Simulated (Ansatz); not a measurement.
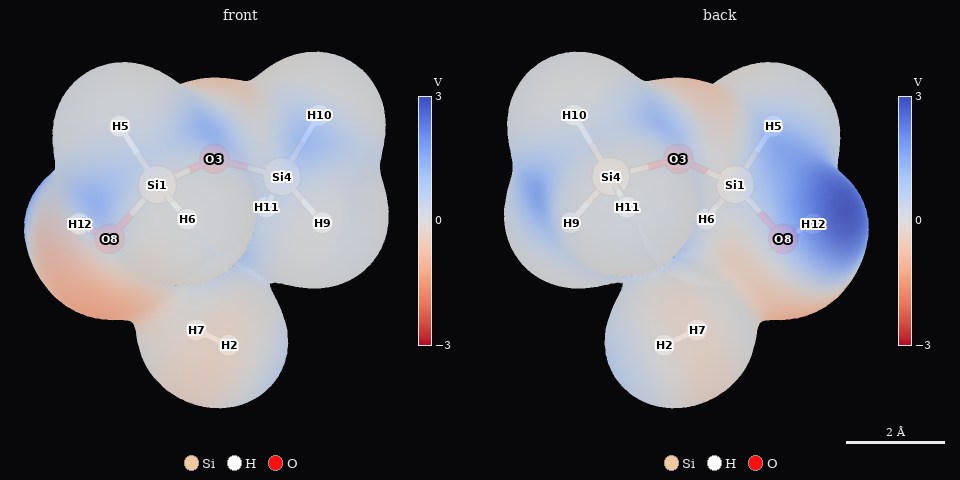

Figure 1: H₆O₂Si₂···H₂. The molecular electrostatic potential painted on the density surface at 0.002 e/bohr³, seen from the front and from behind; red is negative and blue positive.

The product side of a reaction path; geometry: PBE0-D4/def2-TZVP.

Level of theory: RKS PBE0-D4/def2-TZVPP in Ansatz 0.2.0.

```xyz
12

Si    0.3542    0.5166    1.4265
H     1.0373    1.0023   -2.4100
O    -0.6625   -0.5354    0.7098
Si   -1.4828   -0.9238   -0.6529
H     0.3488    0.1810    2.8705
H    -0.0831    1.9043    1.1615
H     1.4202    0.9178   -1.7737
O     1.8744    0.4263    0.8176
H    -1.9182    0.3065   -1.3641
H    -2.6721   -1.7212   -0.2654
H    -0.6188   -1.7309   -1.5512
H     2.4028   -0.3437    1.0315
```

> Describe the electrostatic potential map.

The most negative region (about −1.1 V) lies over O8, the most positive (about +2.7 V) over H12. O8 is the likeliest acceptor of a hydrogen bond.
